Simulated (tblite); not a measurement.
# Geometry relaxation, with input and output: C4H21ClOSi6 (part 1 of 2)

C4H21ClOSi6, computed with GFN2-xTB geometry optimisation, gas phase (tblite 0.8.0).

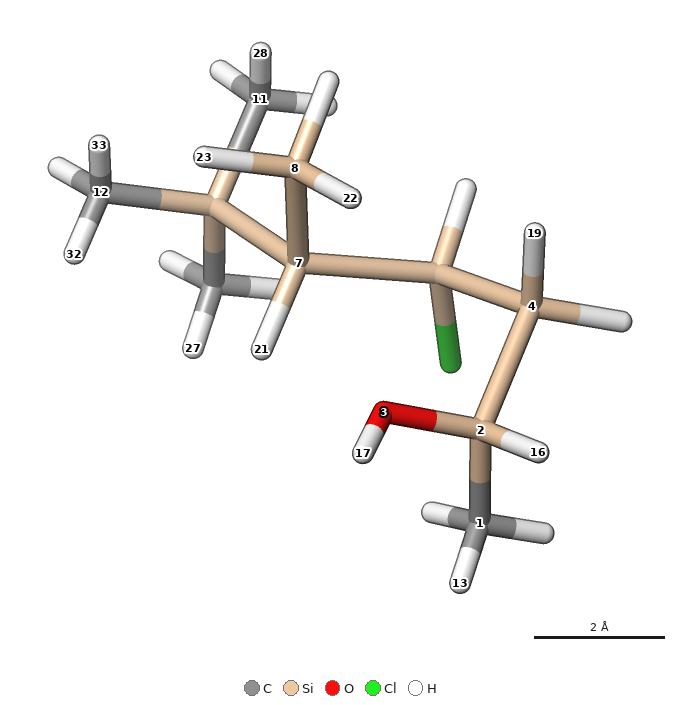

*The structure as given in the input (stick view, seen at a tilt; atoms are numbered from 1 in the order of the input).*

Bond lengths as drawn: Cl–Si 2.05 Å, C–H 1.08 to 1.10 Å, C–Si 1.86 to 1.87 Å, H–O 0.97 Å, H–Si 1.47 to 1.50 Å, O–Si 1.66 Å and Si–Si 2.27 to 2.32 Å.

Results in brief:

| quantity | value |
| --- | --- |
| outcome | converged |
| total energy | −1042.0173 eV |
| hardware | 1 CPU thread, shared host |
| wall time | 13 s |
| peak memory | 1.7 GiB |

Input file:
```
{"job": {"xc": "GFN2-xTB", "basis": "xTB", "kind": "relax"}, "charge": 0, "multiplicity": 1}
C      4.367900    -0.590200     0.905600
Si     3.872500     0.750600    -0.285900
O      3.037700     1.970800     0.461100
Si     2.646700    -0.127700    -2.026400
Si     0.734200    -1.055200    -1.162000
Cl     1.176300    -2.750700    -0.107000
Si    -0.430400     0.412200     0.123100
Si    -0.750800     2.302900    -1.115400
Si    -2.505200    -0.481800     0.638200
C     -2.270200    -2.004000     1.683100
C     -3.403700    -0.902100    -0.942700
C     -3.465500     0.800000     1.603000
H      5.014200    -0.193500     1.696600
H      4.897500    -1.399500     0.399400
H      3.483400    -1.010700     1.407400
H      5.108000     1.363600    -0.807800
H      3.539100     2.567400     1.042000
H      3.447800    -1.165800    -2.745200
H      2.298500     0.937600    -2.989800
H     -0.131500    -1.506200    -2.280600
H      0.277300     0.703900     1.410400
H      0.538200     2.893500    -1.530800
H     -1.530200     3.308300    -0.335700
H     -1.524600     1.938900    -2.346000
H     -1.765300    -2.791400     1.118400
H     -3.239800    -2.396700     2.022700
H     -1.663100    -1.781700     2.567600
H     -3.542000    -0.015100    -1.566500
H     -2.849700    -1.645500    -1.524700
H     -4.388600    -1.312700    -0.717300
H     -4.432400     0.412200     1.900300
H     -2.928500     1.095400     2.512500
H     -3.634800     1.705200     1.004300
```

The first line tells a small driver script what to run in tblite; the rest is the geometry in Å.

Launch command:
```bash
OMP_NUM_THREADS=1 python <driver script> task.json out
```

Output:
```
step      E/eV     max force
  0   -1041.51495    1.115
  1   -1041.61702    0.427
  2   -1041.65201    0.290
  3   -1041.67805    0.326
  4   -1041.71199    0.397
  5   -1041.74495    0.413
  6   -1041.77837    0.375
  7   -1041.80499    0.419
  8   -1041.82588    0.384
  9   -1041.84050    0.309
 10   -1041.85166    0.270
 11   -1041.86129    0.309
 12   -1041.87058    0.367
 13   -1041.88044    0.372
 14   -1041.88951    0.297
 15   -1041.89618    0.221
 16   -1041.90126    0.188
 17   -1041.90604    0.180
 18   -1041.91031    0.172
 19   -1041.91415    0.187
 20   -1041.91786    0.155
 21   -1041.92193    0.146
 22   -1041.92658    0.156
 23   -1041.93097    0.151
 24   -1041.93436    0.155
 25   -1041.93712    0.115
 26   -1041.94003    0.125
 27   -1041.94346    0.125
 28   -1041.94699    0.154
 29   -1041.94992    0.155
 30   -1041.95191    0.099
 31   -1041.95341    0.111
 32   -1041.95458    0.069
 33   -1041.95586    0.082
 34   -1041.95690    0.072
 35   -1041.95818    0.104
 36   -1041.95922    0.086
 37   -1041.96015    0.063
 38   -1041.96096    0.069
 39   -1041.96172    0.076
 40   -1041.96234    0.083
 41   -1041.96286    0.056
 42   -1041.96338    0.047
 43   -1041.96395    0.043
 44   -1041.96456    0.067
 45   -1041.96516    0.063
 46   -1041.96570    0.052
 47   -1041.96619    0.051
 48   -1041.96666    0.046
 49   -1041.96712    0.054
 50   -1041.96753    0.062
 51   -1041.96786    0.044
 52   -1041.96814    0.038
 53   -1041.96814    0.038
 54   -1041.96828    0.028
 55   -1041.96862    0.030
 56   -1041.96872    0.030
 57   -1041.96901    0.034
 58   -1041.96919    0.043
 59   -1041.96939    0.035
 60   -1041.96959    0.037
 61   -1041.96981    0.025
 62   -1041.96999    0.026
 63   -1041.97017    0.034
 64   -1041.97038    0.052
 65   -1041.97064    0.052
 66   -1041.97093    0.045
 67   -1041.97121    0.039
 68   -1041.97146    0.041
 69   -1041.97173    0.054
 70   -1041.97202    0.042
 71   -1041.97233    0.048
 72   -1041.97261    0.044
 73   -1041.97290    0.062
 74   -1041.97324    0.067
 75   -1041.97362    0.046
 76   -1041.97405    0.047
 77   -1041.97449    0.049
 78   -1041.97492    0.075
 79   -1041.97531    0.070
 80   -1041.97565    0.038
 81   -1041.97593    0.037
 82   -1041.97616    0.032
 83   -1041.97635    0.036
 84   -1041.97651    0.029
 85   -1041.97666    0.031
 86   -1041.97682    0.030
 87   -1041.97700    0.040
 88   -1041.97718    0.039
 89   -1041.97736    0.029
 90   -1041.97752    0.043
 91   -1041.97769    0.050
 92   -1041.97786    0.048
 93   -1041.97805    0.040
 94   -1041.97824    0.036
 95   -1041.97846    0.043
 96   -1041.97870    0.051
 97   -1041.97894    0.052
 98   -1041.97913    0.040
 99   -1041.97930    0.031
100   -1041.97945    0.035
101   -1041.97960    0.031
102   -1041.97975    0.026
103   -1041.97988    0.021
104   -1041.98001    0.025
105   -1041.98014    0.032
106   -1041.98027    0.037
107   -1041.98040    0.031
108   -1041.98054    0.025
109   -1041.98066    0.028
110   -1041.98079    0.032
111   -1041.98090    0.024
112   -1041.98097    0.014
113   -1041.98101    0.012
114   -1041.98105    0.018
115   -1041.98110    0.022
116   -1041.98117    0.019
117   -1041.98125    0.018
118   -1041.98133    0.019
119   -1041.98144    0.027
120   -1041.98158    0.035
121   -1041.98172    0.029
122   -1041.98184    0.018
123   -1041.98192    0.017
124   -1041.98200    0.027
125   -1041.98212    0.032
126   -1041.98226    0.026
127   -1041.98239    0.019
128   -1041.98247    0.016
129   -1041.98255    0.020
130   -1041.98264    0.020
131   -1041.98275    0.020
132   -1041.98286    0.019
133   -1041.98297    0.027
134   -1041.98310    0.033
135   -1041.98326    0.042
136   -1041.98348    0.041
137   -1041.98371    0.033
138   -1041.98393    0.038
139   -1041.98410    0.037
140   -1041.98429    0.033
141   -1041.98446    0.035
142   -1041.98465    0.038
143   -1041.98487    0.037
144   -1041.98511    0.042
145   -1041.98534    0.031
146   -1041.98552    0.029
147   -1041.98565    0.022
148   -1041.98575    0.024
149   -1041.98583    0.019
150   -1041.98589    0.017
151   -1041.98597    0.017
152   -1041.98606    0.022
153   -1041.98617    0.027
154   -1041.98627    0.023
155   -1041.98635    0.017
156   -1041.98642    0.015
157   -1041.98650    0.017
158   -1041.98658    0.022
159   -1041.98667    0.021
160   -1041.98676    0.021
161   -1041.98686    0.017
162   -1041.98694    0.019
163   -1041.98700    0.017
164   -1041.98704    0.014
165   -1041.98707    0.012
166   -1041.98710    0.014
167   -1041.98714    0.014
168   -1041.98718    0.017
169   -1041.98724    0.020
170   -1041.98730    0.014
171   -1041.98737    0.017
172   -1041.98741    0.017
173   -1041.98745    0.013
174   -1041.98748    0.012
175   -1041.98752    0.013
176   -1041.98757    0.021
177   -1041.98764    0.027
178   -1041.98772    0.027
179   -1041.98780    0.018
180   -1041.98786    0.017
181   -1041.98793    0.016
182   -1041.98800    0.024
183   -1041.98812    0.032
184   -1041.98829    0.042
185   -1041.98850    0.039
186   -1041.98873    0.029
187   -1041.98895    0.033
188   -1041.98920    0.044
189   -1041.98944    0.057
190   -1041.98981    0.049
191   -1041.99023    0.034
192   -1041.99071    0.044
193   -1041.99101    0.061
194   -1041.99151    0.071
195   -1041.99136    0.079
196   -1041.99236    0.047
197   -1041.99267    0.036
198   -1041.99317    0.047
199   -1041.99358    0.049
200   -1041.99430    0.058
201   -1041.99490    0.066
202   -1041.99387    0.168
203   -1041.99596    0.051
204   -1041.99641    0.047
205   -1041.99687    0.134
206   -1041.99776    0.038
207   -1041.99810    0.035
208   -1041.99896    0.081
209   -1041.99937    0.036
210   -1041.99986    0.037
211   -1042.00050    0.043
212   -1042.00110    0.056
213   -1042.00165    0.061
214   -1042.00231    0.046
215   -1042.00282    0.048
216   -1042.00319    0.050
217   -1042.00357    0.045
218   -1042.00415    0.035
219   -1042.00464    0.043
220   -1042.00526    0.049
221   -1042.00572    0.051
222   -1042.00616    0.049
223   -1042.00661    0.047
224   -1042.00701    0.039
225   -1042.00739    0.035
226   -1042.00764    0.035
227   -1042.00799    0.041
228   -1042.00841    0.041
229   -1042.00891    0.044
230   -1042.00936    0.043
231   -1042.00973    0.036
232   -1042.00999    0.037
233   -1042.01028    0.036
234   -1042.01058    0.036
235   -1042.01083    0.031
236   -1042.01110    0.031
237   -1042.01137    0.032
238   -1042.01162    0.030
239   -1042.01184    0.029
240   -1042.01203    0.029
241   -1042.01221    0.025
242   -1042.01240    0.032
243   -1042.01260    0.031
244   -1042.01281    0.035
245   -1042.01302    0.030
246   -1042.01322    0.023
247   -1042.01343    0.031
248   -1042.01365    0.034
249   -1042.01385    0.036
250   -1042.01405    0.029
251   -1042.01425    0.030
252   -1042.01445    0.029
253   -1042.01460    0.028
254   -1042.01471    0.021
255   -1042.01480    0.021
256   -1042.01490    0.022
257   -1042.01503    0.024
258   -1042.01516    0.023
259   -1042.01526    0.019
260   -1042.01534    0.017
261   -1042.01542    0.022
262   -1042.01548    0.025
263   -1042.01554    0.022
264   -1042.01559    0.014
265   -1042.01564    0.013
266   -1042.01569    0.013
267   -1042.01574    0.015
268   -1042.01578    0.015
269   -1042.01582    0.014
270   -1042.01586    0.011
271   -1042.01589    0.013
272   -1042.01593    0.016
273   -1042.01598    0.019
274   -1042.01604    0.021
275   -1042.01609    0.015
276   -1042.01613    0.011
277   -1042.01615    0.013
278   -1042.01619    0.015
279   -1042.01623    0.016
280   -1042.01628    0.017
281   -1042.01632    0.013
282   -1042.01635    0.009
283   -1042.01637    0.013
284   -1042.01640    0.015
285   -1042.01642    0.013
286   -1042.01645    0.012
287   -1042.01648    0.012
288   -1042.01651    0.013
289   -1042.01655    0.017
290   -1042.01659    0.016
291   -1042.01663    0.013
292   -1042.01666    0.014
293   -1042.01669    0.012
294   -1042.01672    0.012
295   -1042.01675    0.011
296   -1042.01677    0.009
297   -1042.01679    0.009
298   -1042.01681    0.013
299   -1042.01682    0.011
300   -1042.01684    0.007
301   -1042.01685    0.010
302   -1042.01687    0.010
303   -1042.01690    0.015
304   -1042.01692    0.015
305   -1042.01694    0.010
306   -1042.01695    0.007
307   -1042.01696    0.010
308   -1042.01698    0.012
309   -1042.01700    0.012
310   -1042.01702    0.014
311   -1042.01704    0.012
312   -1042.01707    0.009
313   -1042.01708    0.008
314   -1042.01710    0.010
315   -1042.01711    0.010
316   -1042.01713    0.009
317   -1042.01714    0.008
318   -1042.01715    0.009
319   -1042.01717    0.010
320   -1042.01718    0.010
321   -1042.01719    0.009
322   -1042.01720    0.008
323   -1042.01721    0.005
324   -1042.01721    0.006
325   -1042.01722    0.006
326   -1042.01723    0.007
327   -1042.01723    0.006
328   -1042.01724    0.005
329   -1042.01724    0.006
330   -1042.01725    0.007
331   -1042.01726    0.008
332   -1042.01727    0.006
333   -1042.01728    0.005
334   -1042.01728    0.004
```

Trajectory as extended XYZ (Å, eV, eV/Å), 12 frames, from step=0 to step=334:
```
33
Properties=species:S:1:pos:R:3:forces:R:3 step=0 energy=-1041.51495
C     4.3679   -0.5902    0.9056    0.0440  -0.4820   0.8740
Si    3.8725    0.7506   -0.2859   -0.0780   0.8910  -0.6450
O     3.0377    1.9708    0.4611    0.6200   0.0430   0.1730
Si    2.6467   -0.1277   -2.0264    0.3110  -0.0820  -0.0950
Si    0.7342   -1.0552   -1.1620    0.1000  -0.3550  -0.5780
Cl    1.1763   -2.7507   -0.1070   -0.0060  -0.1200  -0.0170
Si   -0.4304    0.4122    0.1231   -0.2120   0.1900   0.7530
Si   -0.7508    2.3029   -1.1154   -0.0670   0.5230  -0.2420
Si   -2.5052   -0.4818    0.6382    0.8030   0.4840  -0.0380
C    -2.2702   -2.0040    1.6831   -0.1600  -0.8920   0.6500
C    -3.4037   -0.9021   -0.9427   -0.4330  -0.2340  -0.6840
C    -3.4655    0.8000    1.6030   -0.3350   0.7680   0.3950
H     5.0142   -0.1935    1.6966   -0.0540  -0.2380  -0.1480
H     4.8975   -1.3995    0.3994   -0.1330   0.1630   0.2010
H     3.4834   -1.0107    1.4074    0.3610   0.0200  -0.2030
H     5.1080    1.3636   -0.8078    0.1260   0.0570   0.1030
H     3.5391    2.5674    1.0420   -0.5170  -0.4660  -0.4190
H     3.4478   -1.1658   -2.7452   -0.1050   0.3900   0.0490
H     2.2985    0.9376   -2.9898    0.0470  -0.2340  -0.0150
H    -0.1315   -1.5062   -2.2806    0.0240  -0.1250   0.1680
H     0.2773    0.7039    1.4104   -0.0660  -0.0490  -0.2910
H     0.5382    2.8935   -1.5308   -0.3400   0.0420  -0.0090
H    -1.5302    3.3083   -0.3357    0.2300  -0.2060  -0.3950
H    -1.5246    1.9389   -2.3460    0.2500   0.2750   0.3920
H    -1.7653   -2.7914    1.1184   -0.1120   0.1100   0.2080
H    -3.2398   -2.3967    2.0227    0.4150  -0.0300  -0.0050
H    -1.6631   -1.7817    2.5676   -0.2090  -0.1580  -0.2320
H    -3.5420   -0.0151   -1.5665   -0.0040  -0.2500   0.0840
H    -2.8497   -1.6455   -1.5247   -0.2200   0.2000   0.1000
H    -4.3886   -1.3127   -0.7173    0.0620   0.0100  -0.2220
H    -4.4324    0.4122    1.9003   -0.1620   0.1080   0.1130
H    -2.9285    1.0954    2.5125   -0.2180  -0.0530  -0.2930
H    -3.6348    1.7052    1.0043    0.0390  -0.3010   0.2680
33
Properties=species:S:1:pos:R:3:forces:R:3 step=30 energy=-1041.95191
C     4.4516   -0.5698    0.9430    0.0000   0.0110   0.0230
Si    4.1115    0.7353   -0.3984   -0.0130   0.0030   0.0110
O     3.0690    1.8748    0.1456   -0.0260   0.0370   0.0750
Si    2.8083   -0.1536   -2.0799   -0.0190   0.0000  -0.0080
Si    0.8075   -1.0398   -1.2571    0.0840   0.0350  -0.0400
Cl    1.2308   -2.7138   -0.1186   -0.0150  -0.0060  -0.0030
Si   -0.4916    0.4212    0.0388    0.0000   0.0570  -0.0480
Si   -0.7060    2.4219   -1.1308    0.0220  -0.0060   0.0330
Si   -2.5463   -0.4786    0.7306   -0.0790  -0.0460  -0.0320
C    -2.3550   -2.0762    1.7652    0.0010  -0.0040   0.0100
C    -3.4777   -0.9267   -0.8796   -0.0200  -0.0050  -0.0260
C    -3.6010    0.8022    1.6888    0.0050  -0.0150  -0.0010
H     5.0518   -0.1816    1.7623    0.0230  -0.0170  -0.0030
H     4.9820   -1.4184    0.5201   -0.0100   0.0100   0.0730
H     3.5236   -0.9416    1.3720    0.0190  -0.0290  -0.0300
H     5.4095    1.3838   -0.6652   -0.0140   0.0090  -0.0340
H     3.2061    2.3554    0.9596    0.0100  -0.0320  -0.0660
H     3.6219   -1.0765   -2.8964   -0.0360   0.0110  -0.0170
H     2.3516    0.8751   -3.0326    0.0560  -0.0180  -0.0320
H    -0.0229   -1.6163   -2.3330   -0.0090  -0.0280   0.0170
H     0.2894    0.7047    1.2649    0.0530   0.0200   0.0400
H     0.5482    3.0591   -1.5236    0.0410   0.0060  -0.0020
H    -1.4620    3.4436   -0.4036   -0.0200   0.0250   0.0590
H    -1.4624    2.2150   -2.3684   -0.0180  -0.0260  -0.0520
H    -1.8286   -2.8359    1.1936   -0.0210   0.0150  -0.0090
H    -3.3134   -2.4947    2.0639    0.0180   0.0070  -0.0060
H    -1.7758   -1.9032    2.6677   -0.0270   0.0370   0.0040
H    -3.6028   -0.0524   -1.5129   -0.0140   0.0040   0.0230
H    -2.9210   -1.6614   -1.4554   -0.0200  -0.0100   0.0280
H    -4.4661   -1.3378   -0.6948    0.0210   0.0020   0.0170
H    -4.5762    0.4082    1.9632    0.0140   0.0060  -0.0040
H    -3.1075    1.1217    2.6023   -0.0040  -0.0220  -0.0160
H    -3.7636    1.6885    1.0807   -0.0020  -0.0300   0.0180
33
Properties=species:S:1:pos:R:3:forces:R:3 step=60 energy=-1041.96959
C     4.4761   -0.5635    0.9692    0.0050   0.0050  -0.0040
Si    4.1150    0.7032   -0.4055   -0.0080   0.0110   0.0100
O     3.0444    1.8229    0.1300   -0.0160   0.0140  -0.0020
Si    2.8388   -0.1702   -2.1195    0.0160   0.0190   0.0050
Si    0.8197   -1.0030   -1.2971    0.0000  -0.0030   0.0040
Cl    1.2566   -2.6536   -0.1226   -0.0050  -0.0100   0.0070
Si   -0.4944    0.4411    0.0107   -0.0180  -0.0170   0.0020
Si   -0.6890    2.4666   -1.1139    0.0000  -0.0080   0.0040
Si   -2.5552   -0.4830    0.7016    0.0340   0.0140   0.0050
C    -2.3689   -2.0584    1.7671    0.0080  -0.0050   0.0020
C    -3.5267   -0.9467   -0.8762   -0.0080  -0.0030  -0.0090
C    -3.6101    0.7716    1.6894   -0.0040   0.0090   0.0040
H     5.0363   -0.1327    1.7959    0.0040   0.0040  -0.0010
H     5.0538   -1.3999    0.5888    0.0090   0.0000   0.0120
H     3.5531   -0.9675    1.3786    0.0040  -0.0060  -0.0170
H     5.3912    1.3858   -0.6940   -0.0070  -0.0110   0.0000
H     3.1899    2.3363    0.9206    0.0070  -0.0120  -0.0120
H     3.6256   -1.1247   -2.9240    0.0000  -0.0120   0.0080
H     2.4646    0.8655   -3.1006    0.0020  -0.0140   0.0020
H    -0.0123   -1.6293   -2.3432   -0.0110   0.0050  -0.0090
H     0.2966    0.7008    1.2412   -0.0080  -0.0020  -0.0030
H     0.5779    3.0952   -1.4869   -0.0010   0.0080   0.0070
H    -1.4397    3.4689   -0.3506    0.0050   0.0070   0.0010
H    -1.4373    2.2840   -2.3643    0.0020   0.0110   0.0090
H    -1.8181   -2.8236    1.2288    0.0120  -0.0050  -0.0030
H    -3.3305   -2.4815    2.0466    0.0010  -0.0030  -0.0020
H    -1.8234   -1.8513    2.6828    0.0040   0.0030   0.0060
H    -3.6732   -0.0792   -1.5124   -0.0100   0.0090  -0.0130
H    -2.9922   -1.6918   -1.4571    0.0020  -0.0130  -0.0100
H    -4.5069   -1.3531   -0.6477   -0.0190  -0.0090   0.0000
H    -4.5791    0.3625    1.9614   -0.0080  -0.0030   0.0010
H    -3.1129    1.0696    2.6072    0.0080   0.0030   0.0050
H    -3.7867    1.6709    1.1075   -0.0010   0.0120  -0.0050
33
Properties=species:S:1:pos:R:3:forces:R:3 step=91 energy=-1041.97769
C     4.5106   -0.5352    0.9723   -0.0030   0.0020  -0.0070
Si    4.1028    0.7094   -0.4099   -0.0050   0.0100   0.0100
O     3.0175    1.8178    0.1208   -0.0030  -0.0170  -0.0110
Si    2.8471   -0.2351   -2.1007   -0.0010   0.0120   0.0110
Si    0.7902   -1.0097   -1.3136   -0.0080   0.0080   0.0100
Cl    1.1528   -2.6861   -0.1471    0.0060   0.0040  -0.0060
Si   -0.5205    0.4376   -0.0045    0.0320   0.0150  -0.0360
Si   -0.6720    2.5054   -1.0560    0.0000   0.0020  -0.0090
Si   -2.5811   -0.4864    0.6678   -0.0140  -0.0050   0.0040
C    -2.3267   -2.0464    1.7428   -0.0070   0.0040  -0.0020
C    -3.5869   -0.9772   -0.8838    0.0050   0.0020   0.0150
C    -3.6080    0.7836    1.6680    0.0020  -0.0080  -0.0040
H     4.9738   -0.0671    1.8380   -0.0030   0.0110  -0.0130
H     5.1908   -1.3039    0.6190    0.0010   0.0020   0.0050
H     3.6088   -1.0356    1.3174    0.0060  -0.0060   0.0050
H     5.3583    1.4183   -0.7231    0.0030  -0.0120   0.0010
H     3.1778    2.3547    0.8926   -0.0110  -0.0050  -0.0030
H     3.6425   -1.2493   -2.8190    0.0020  -0.0040  -0.0040
H     2.5184    0.7466   -3.1508    0.0050  -0.0090   0.0010
H    -0.0403   -1.5991   -2.3838    0.0020   0.0070   0.0030
H     0.2594    0.6642    1.2405   -0.0040  -0.0100  -0.0080
H     0.6077    3.1242   -1.4011   -0.0020   0.0020   0.0100
H    -1.4026    3.4904   -0.2508    0.0090   0.0030  -0.0010
H    -1.4214    2.4022   -2.3147    0.0010  -0.0040   0.0120
H    -1.7131   -2.7741    1.2200   -0.0040   0.0030   0.0040
H    -3.2636   -2.5326    2.0017   -0.0050   0.0000  -0.0010
H    -1.8169   -1.8007    2.6699   -0.0030  -0.0040  -0.0020
H    -3.7591   -0.1199   -1.5286    0.0050  -0.0070   0.0110
H    -3.0609   -1.7265   -1.4684   -0.0020   0.0080   0.0080
H    -4.5578   -1.3897   -0.6243    0.0060   0.0020  -0.0010
H    -4.5794    0.3925    1.9577    0.0040  -0.0040  -0.0020
H    -3.0877    1.0737    2.5761   -0.0100   0.0030  -0.0030
H    -3.7776    1.6857    1.0874   -0.0030  -0.0070   0.0030
```
